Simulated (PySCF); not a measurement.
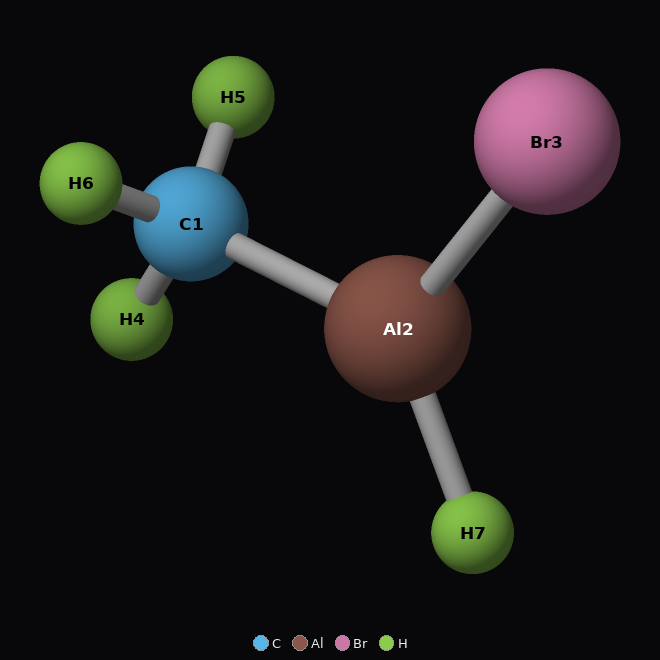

The computed structure is the end point of a PBE0-D3(BJ)/def2-SVP optimisation. No frequency run is at hand to confirm it as a minimum. Properties computed with delta-SCF UKS SCAN, pcX-2 on the ionised atom, pcseg-1 elsewhere, spin-free X2C (PySCF 2.14.0).

Give the core-electron binding energies (to vacuum; p and d levels without spin–orbit splitting) of C1 1s, Al2 1s, Al2 2p.

```json
{"atom": "C1", "level": "1s", "binding energy (eV)": "290.1"}
{"atom": "Al2", "level": "1s", "binding energy (eV)": "1567.6"}
{"atom": "Al2", "level": "2p", "binding energy (eV)": "81.2"}
```
